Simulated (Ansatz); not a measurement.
## TiC, pressure series

Base system: TiC in the rock salt structure (space group Fm-3m, No. 225).

TiC is modelled in the cubic space group Fm-3m (No. 225), the rock salt structure, Pearson symbol cF8. Conventional cell: a = b = c = 4.328 Å, α = β = γ = 90.00°. C on 4a has 6 Ti at 2.164 Å (octahedral). Ti on 4b is surrounded by 6 C at 2.164 Å and 12 Ti at 3.060 Å. (Neighbours: up to the widest gap in distance over summed covalent radii, below 1.35, at either atom; cation-cation and far metal-metal contacts left out.)
(The calculation used a cell of 2 atoms; values per cell refer to that cell.)

Cell and atoms are relaxed at each pressure.

Level of theory: r2SCAN (Ansatz, a quantum-chemistry and plane-wave program, PAW, no spin-orbit coupling).

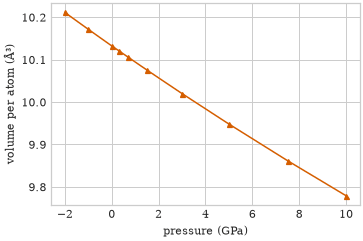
Figure: Volume per atom against pressure

**Question.** From the plot, what is the volume per atom for pressure 0.3 GPa?

**Answer.** About 10.12 Å³.

**Question.** Is the trend monotonic over the range shown?

**Answer.** Yes, it falls throughout, spanning 9.78 Å³ to 10.21 Å³.

Load acts through the strain it causes; cell and atoms are relaxed under it. Whether these cells are dynamically stable was not tested. Competing high-pressure phases were not computed. All final runs are without spin polarisation.
